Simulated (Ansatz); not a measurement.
**AlF₂H···PH₃: density, localisation and related maps**

```
atom    x (Å)    y (Å)    z (Å)
  Al   0.0377   0.1057   0.0121
   H  -0.1411   0.7503   1.4279
   F   1.5310  -0.0248  -0.6841
   F  -1.2704  -0.2826  -0.9200
   P   0.2413  -3.0898   1.0773
   H  -0.7971  -2.5406   0.2711
   H   1.2781  -2.3488   0.4404
   H   0.0683  -2.1472   2.1313
```

Theory: RKS B3LYP-D4/6-31G* (Ansatz).

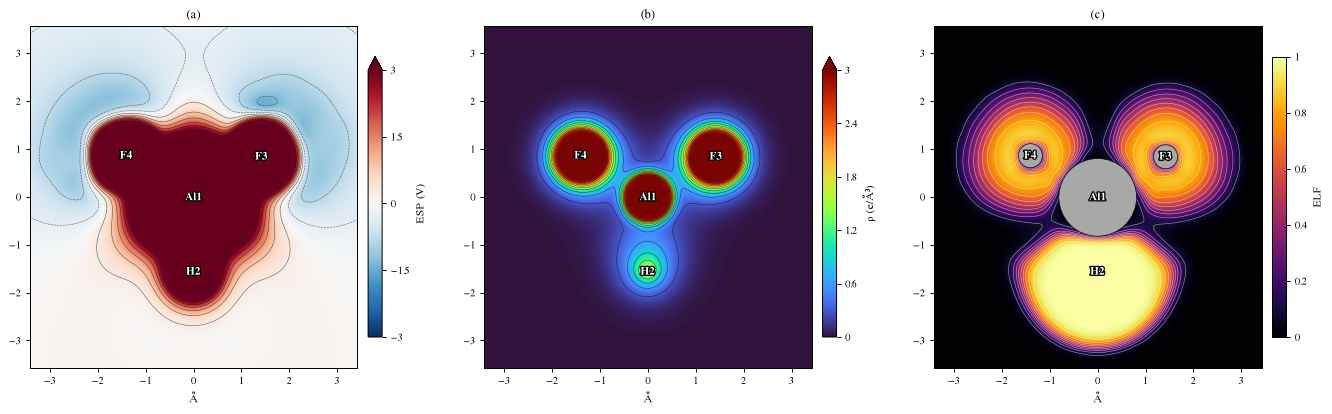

Figure 1. (a) molecular electrostatic potential; (b) electron density; (c) ELF on the plane of atoms F3, Al1 and F4. Grey discs cover the atomic cores in the ELF map.

**What does the map show?**

- The section cuts through Al, H and F sites.
- Al–F (1.65 Å): ρ is about 0.86 e/Å³ halfway; the ELF peaks at about 0.85 in the valence shell of F, 0.6 Å from its nucleus, and is about 0.35 at the midpoint.
- Al–H (1.57 Å): the density is about 0.56 e/Å³ at the midpoint; the ELF climbs to about 1 towards the hydrogen.
- The ELF also peaks beside F3 and F4, away from the bonds: lone-pair regions.
- Outside the dense part of the complex the potential is most negative (−1.5 V) near F3 and F4.

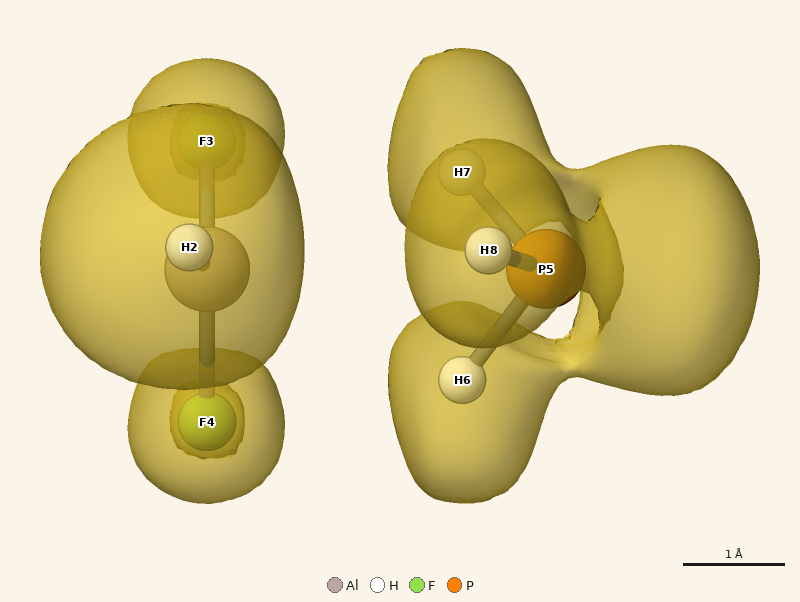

Figure 2. Isosurface of the electron localisation function at 0.75 (yellow), seen across its widest extent. Core shells and regions of very low density are left out.

**Identify the bonds, lone pairs and shells in this picture.**

The surface consists of one region around a hydrogen nucleus, two regions wrapped around F (the valence shell of each) and one joined region spread over several atoms (H, P), in which their bonds and any lone pairs are merged. Profiles from the grid: Al1···H7 (2.78 Å): the ELF climbs to about 1 towards the hydrogen.

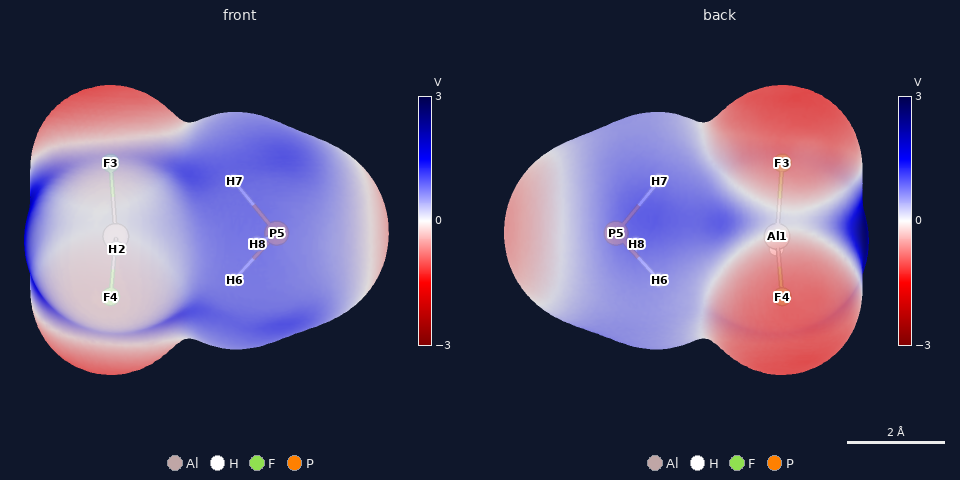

Figure 3. The electrostatic potential painted on the density surface at 0.001 e/bohr³, seen from the front and from behind; the colour scale runs from red (negative) to blue (positive).

**Where is the surface potential most negative and most positive?**

The most negative region (about −1.0 V) lies over F3 and F4, the most positive (about +2.5 V) over Al1.
